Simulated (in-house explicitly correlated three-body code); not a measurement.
Two electrons around a point charge Z = 19 (K¹⁷⁺). Computed variationally in 260 exponentially correlated functions with an in-house code, non-relativistic, converged to about 10⁻⁸ of the energy. The exact exchange and correlation energies are −11650 and −46.13 millihartree. Wanted, and plotted below: the errors of AM05, BP86, LDA (VWN5), M06-L, OLYP, PBE, PBEsol, PW91, RPBE, SCAN and revTPSS, evaluated on the exact density.

By the size of the summed error (millihartree): SCAN −2.8, BP86 +3.4, revTPSS −7.9, RPBE +38, OLYP +62, M06-L −155, PW91 +180, PBE +234, PBEsol +716, AM05 +1120, LDA (VWN5) +1460. Errors of exchange and correlation cancel by a quarter or more for SCAN (−3.9 and +1.2) and BP86 (+95 and −91).

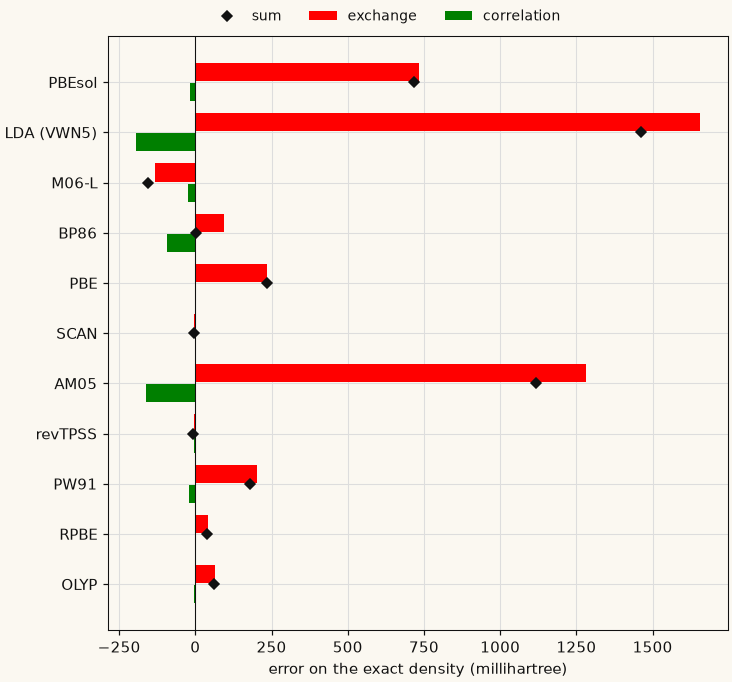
